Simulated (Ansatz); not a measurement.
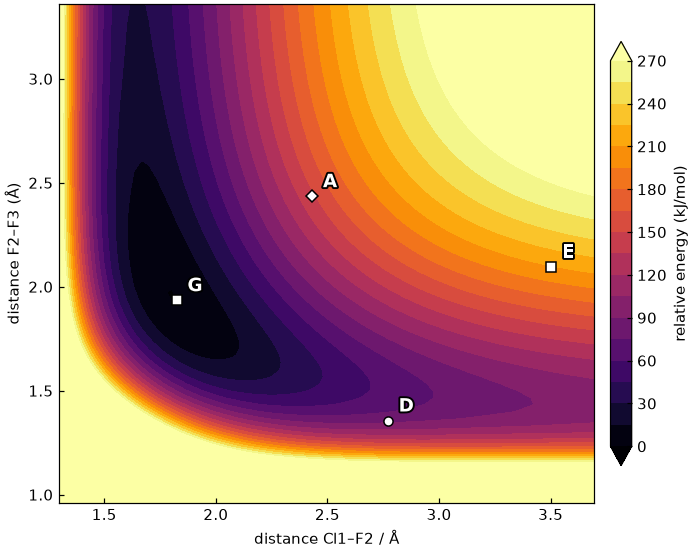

The system Cl⁻ + F₂. 
- First axis: distance Cl1–F2. Second axis: distance F2–F3.
- Nothing is relaxed (the angle Cl1–F2–F3 is fixed at 180 degrees).
- Grid: 17 × 17 points.
- Points are written as (first, second).
- All energies are given in kJ/mol relative to the lowest grid point.
- The reference is spin-restricted, so regions where a bond is pulled apart into radicals lie too high.
- Theory: Ansatz, RKS PBE0-D4/def2-TZVPD.

The picture shows filled contours, one colour for all values above the top of the scale, lettered points. Between grid points the surface is interpolated.

Question: Is E the lowest point of the computed grid?

Answer: No. E lies 209 kJ/mol above the lowest grid point, which is at (1.825 Å, 1.935 Å).

Question: What kind of point is each of A, E, G: minimum, saddle, maximum or slope?

Answer: A: on a slope; E: on a slope; G: minimum. (In these two coordinates alone; a stationary point may lie a little off the grid point.)
